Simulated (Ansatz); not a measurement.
**One shape, several levels: triplet GeH2O2**

We compute a comparison of 6 runs (UHF/3-21G, U-r2SCAN0/def2-SVPD, UHSE06/def2-SVPD, USVWN5/def2-SVPD, RPA@PBE/def2-SVPD, UBCCD(T)/def2-SVPD) of triplet GeH2O2. 

The calculation is run with Ansatz 0.2.0.

51 further runs of the same task are left out: 51 set aside as unsound or not needed.

## (1) The structure to begin with

GeH2O2 has 5 atoms, charge 0, and is taken as a triplet. SMILES of the parent species: `[OH][Ge][OH]`. The shape is that of a PBE0-D4/def2-TZVP optimisation. This is one conformer, not always the lowest. That shape belongs to the parent species and isn't relaxed for this state.

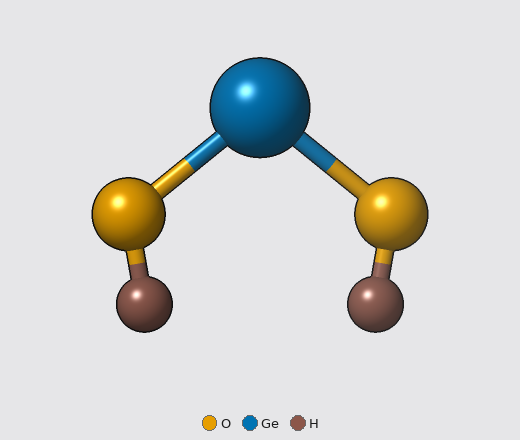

The structure, seen from a chosen angle (oxygen amber, germanium blue, hydrogen brown).

## (2) A single-point energy at UHF/3-21G (run 1)

run.yaml

```yaml
basis:
  gaussian:
    orbitals: 3-21G-spherical.json
crystal:
  periodic: [false, false, false]
  atoms:
    - symbol: O
      position_ang: [-1.341000, -0.099500, -0.377400]
    - symbol: Ge
      position_ang: [-0.316400, -0.895800, 0.855300]
    - symbol: O
      position_ang: [1.281900, -0.142300, 0.570200]
    - symbol: H
      position_ang: [-0.940900, 0.550800, -0.961500]
    - symbol: H
      position_ang: [1.366400, 0.513200, -0.127900]
magnetization:
  spin_polarized: true
  initial_magnetization: 2
hamiltonian:
  xc: hf
accuracy: high
output: {orbitals: {seedname: orbitals}}
```

The basis set 3-21G is read from a file made from the Basis Set Exchange's data (not shown).

Run with:

```sh
$ ansatz run run.yaml --threads 1 --pin off --max-ram 3480MiB --events-out events.jsonl --progress --plain --runs-dir runs
```

Output:

```text
Warning: RAYON_NUM_THREADS=1 ignored (pool sized by the plan → 1); use --threads N
Functional definition: HF
  name "HF"
  exchange = exact_x
  correlation = 0
757 factors; integrals over basis functions are off by at most 4.7e-9 eV
mean field evaluation 1: about -60279.0680 eV, gradient 2.8e1 eV
mean field evaluation 2: about -60279.2903 eV, gradient 2.9e1 eV
mean field evaluation 4: about -60282.4895 eV, gradient 2.1e0 eV
mean field evaluation 8: about -60282.5942 eV, gradient 4.2e-1 eV
mean field evaluation 16: about -60282.5988 eV, gradient 9.6e-6 eV
mean field -60282.59875065 eV, -2215.3446430732 hartree, gradient 3.5e-8 eV, S^2 2.002341; 0 other end points of the search recorded, 0 dependent functions left out
reference -60282.59875065 eV, -2215.3446430732 hartree; 26, 24 occupied and 18, 20 virtual orbitals, 757 factors
Total energy: -60282.59875065 eV, -2215.3446430732 hartree
```

It took 0.44 s on 1 thread of Intel Xeon 6975P-C (Granite Rapids), shared host; peak memory 0.13 GiB.

## (3) The energy at U-r2SCAN0/def2-SVPD (run 2)

in.yaml

```yaml
crystal:
  periodic: [false, false, false]
  atoms:
    - {symbol: O, position_ang: [-1.341000, -0.099500, -0.377400]}
    - {symbol: Ge, position_ang: [-0.316400, -0.895800, 0.855300]}
    - {symbol: O, position_ang: [1.281900, -0.142300, 0.570200]}
    - {symbol: H, position_ang: [-0.940900, 0.550800, -0.961500]}
    - {symbol: H, position_ang: [1.366400, 0.513200, -0.127900]}
basis:
  gaussian: {orbitals: def2-SVPD}
magnetization: {spin_polarized: true, initial_magnetization: 2}
hamiltonian: {xc: {name: r2SCAN0}}
accuracy: high
output: {orbitals: {seedname: orbitals}}
```

Run with:

```sh
$ ansatz run in.yaml --threads 1 --pin off --max-ram 3480MiB --events-out events.jsonl --progress --plain --runs-dir runs
```

Output:

```text
Warning: RAYON_NUM_THREADS=1 ignored (pool sized by the plan → 1); use --threads N
Functional definition: r2SCAN0
  name "r2SCAN0"
  parameter a = 0.25
  parameter k0 = 0.174
  parameter k1 = 0.065
  parameter a1 = 4.9479
  exchange = (1 - a)*r2scan_x(k0 = k0, k1 = k1, a1 = a1) + a*exact_x
  correlation = r2scan_c
1915 factors; integrals over basis functions are off by at most 4.2e-9 eV
mean field evaluation 1: about -60621.0586 eV, gradient 4.8e1 eV
mean field evaluation 2: about -60593.1244 eV, gradient 9.1e1 eV
mean field evaluation 4: about -60629.1351 eV, gradient 2.6e0 eV
mean field evaluation 8: about -60629.2508 eV, gradient 3.3e-1 eV
mean field evaluation 16: about -60629.2514 eV, gradient 3.4e-4 eV
mean field -60629.25143997 eV, -2228.0838944364 hartree, gradient 1.8e-8 eV, S^2 2.003508; 0 other end points of the search recorded, 0 dependent functions left out
reference -60629.25144423 eV, -2228.0838945930 hartree; 26, 24 occupied and 74, 76 virtual orbitals, 1915 factors
Total energy: -60629.25144423 eV, -2228.0838945930 hartree
```

Run time: 12 s. Hardware: 1 thread of Intel Xeon 6975P-C (Granite Rapids), shared host; peak memory 0.58 GiB.

Runs 3 to 4 aren't shown in full; the table further down has their settings and results.

## (4) The energy at RPA@PBE/def2-SVPD (run 5)

job.yaml

```yaml
crystal:
  periodic: [false, false, false]
  atoms:
    - symbol: O
      position_ang: [-1.341000, -0.099500, -0.377400]
    - symbol: Ge
      position_ang: [-0.316400, -0.895800, 0.855300]
    - symbol: O
      position_ang: [1.281900, -0.142300, 0.570200]
    - symbol: H
      position_ang: [-0.940900, 0.550800, -0.961500]
    - symbol: H
      position_ang: [1.366400, 0.513200, -0.127900]
basis:
  gaussian:
    orbitals: def2-SVPD
magnetization:
  spin_polarized: true
  initial_magnetization: 2
hamiltonian:
  xc: pbe
correlation:
  method: rpa
  frozen_orbitals: {Ge: 9, H: 0, O: 1}
accuracy: high
```

Run with:

```sh
$ ansatz run job.yaml --threads 1 --pin off --max-ram 3480MiB --events-out events.jsonl --progress --plain --runs-dir runs
```

Output, shortened:

```text
Warning: RAYON_NUM_THREADS=1 ignored (pool sized by the plan → 1); use --threads N
Functional definition: PBE
  name "PBE"
[...]
1915 factors; integrals over basis functions are off by at most 4.2e-9 eV
[...]
mean field -60619.81623251 eV, -2227.7371569576 hartree, gradient 3.5e-8 eV, S^2 2.001550; 3 other end points of the search recorded, 0 dependent functions left out
11 core orbitals not correlated: weight in the atoms' cores, before any rotation towards them, 1.000 or more for the frozen orbitals, at most 0.000 for the correlated occupied ones
reference -60566.58021020 eV, -2225.7807692224 hartree; 15, 13 occupied and 74, 76 virtual orbitals, 1915 factors
Total energy: -60590.56237828 eV, -2226.6620976436 hartree
```

Run time: 9.9 s. Hardware: 1 thread of Intel Xeon 6975P-C (Granite Rapids), shared host; peak memory 0.45 GiB.

## (5) A single-point energy at UBCCD(T)/def2-SVPD (run 6)

molecule.yaml

```yaml
crystal:
  periodic: [false, false, false]
  atoms:
    - {symbol: O, position_ang: [-1.341000, -0.099500, -0.377400]}
    - {symbol: Ge, position_ang: [-0.316400, -0.895800, 0.855300]}
    - {symbol: O, position_ang: [1.281900, -0.142300, 0.570200]}
    - {symbol: H, position_ang: [-0.940900, 0.550800, -0.961500]}
    - {symbol: H, position_ang: [1.366400, 0.513200, -0.127900]}
basis:
  gaussian: {orbitals: def2-SVPD}
accuracy: high
magnetization: {spin_polarized: true, initial_magnetization: 2}
scf: {omitted_lower_state_checks: [cluster_reference, increment]}
correlation: {method: bccd_t, frozen_orbitals: {Ge: 9, H: 0, O: 1}}
```

Run with:

```sh
$ ansatz run molecule.yaml --threads 1 --pin off --max-ram 3480MiB --events-out events.jsonl --progress --plain --runs-dir runs
```

Output, shortened:

```text
Warning: RAYON_NUM_THREADS=1 ignored (pool sized by the plan → 1); use --threads N
[... 2 set-up lines as earlier in the session ...]
[...]
1915 factors; integrals over basis functions are off by at most 4.2e-9 eV
[...]
mean field -60567.98803325 eV, -2225.8325057653 hartree, gradient 2.4e-8 eV, S^2 2.004582; 1 other end points of the search recorded, 0 dependent functions left out
11 core orbitals not correlated: weight in the atoms' cores, before any rotation towards them, 1.000 or more for the frozen orbitals, at most 0.000 for the correlated occupied ones
reference -60567.98803325 eV, -2225.8325057653 hartree; 15, 13 occupied and 74, 76 virtual orbitals, 1915 factors
second order -16.09207972 eV of doubles, -0.00000000 eV of singles
cycle   1  -15.57226898 eV  change    5.2e-1 eV  update   1.1e-1
[...]
cycle  25  -16.07648408 eV  change   2.8e-10 eV  update   1.6e-9
perturbative correction -0.54827478 eV, -0.0201487266 hartree
Total energy: -60584.61279212 eV, -2226.4434543849 hartree
Checks for a lower state left out: cluster_reference, increment
```

It took 80 s on 1 thread of Intel Xeon 6975P-C (Granite Rapids), shared host; peak memory 1.9 GiB.

## (6) The series

```csv
run,level,frozen core orbitals,energy (Eh),HOMO energy (eV),⟨S²⟩,wall time
1,UHF/3-21G,–,-2215.344643,-6.58,2.002,0.44 s
2,U-r2SCAN0/def2-SVPD,–,-2228.083895,-4.74,2.004,12 s
3,UHSE06/def2-SVPD,–,-2227.780308,-4.11,2.002,7.2 s
4,USVWN5/def2-SVPD,–,-2223.980871,-3.34,2.001,3.6 s
5,RPA@PBE/def2-SVPD,11,-2226.662098,–,2.002,9.9 s
6,UBCCD(T)/def2-SVPD,11,-2226.443454,–,2.005,80 s
```

## (7) Results

```
                                           quantity           value
                                run 6: total energy  -2226.44345 Eh
run 6: correlation energy (11 core orbitals frozen)      -610.9 mEh
                              run 6: (T) correction      -20.15 mEh
           run 6: ⟨S²⟩ of the reference determinant           2.005
```

In words: Totals of different functionals can't be ranked against each other. All runs together took 1.9 min, the longest 80 s.
